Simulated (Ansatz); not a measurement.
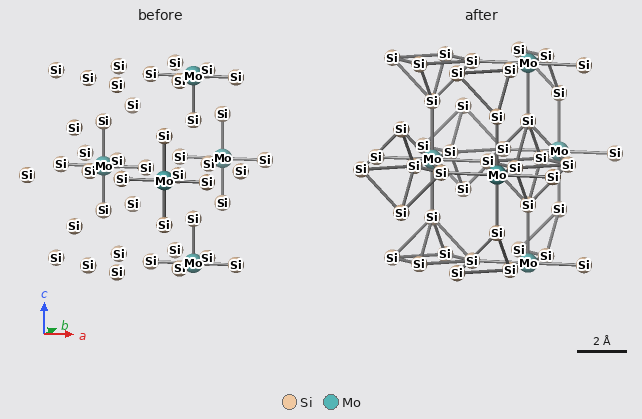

The structure of solid Si₆Mo (a generated structure, set up in Fm-3m) (coarse preliminary run) before (left) and after (right) a relaxation, at one scale.

The picture is a ball-and-stick view of the atoms within 5.8 Å of the atom that moves most (axes of the conventional cell (4 times the calculation's cell)), seen slightly off an axis. Lengths and directions refer to the drawn axes.

Theory: DFT PBE, scalar-relativistic, plane waves, PAW in Ansatz 0.2.0. (plane-wave cutoff 420 eV; k-point mesh 4 × 4 × 4; occupations gaussian; smearing width 0.1 eV; no spin polarisation; cell and atoms relaxed; force threshold 0.04 eV/Å; at most 70 steps)

Q: Describe what moved and what it gained.

A: Over 5 accepted moves (6 points after the start) the energy falls by 3248 meV per atom. The largest force component goes from 18 to 0.0036 eV/Å. Pressure: 66.15 GPa at the start and −0.06 GPa at the end. At 1 point the geometry stayed and the basis and grid were re-selected for the new cell (energy shift of 1.5 meV per atom at most each time). The largest moves relative to the cell, 0.46 Å, are those of Si atoms. Mo stays in place. The volume changes by +21.0 %, with a = b = c 7.845 → 8.360 Å (+6.6 %). Near-neighbour distances that change, for instance: Si–Si 2.628 → 3.445 Å, Mo–Si 1.858 → 2.436 Å, Si–Si 2.920 → 2.466 Å. The space group stays Fm-3m (No. 225).
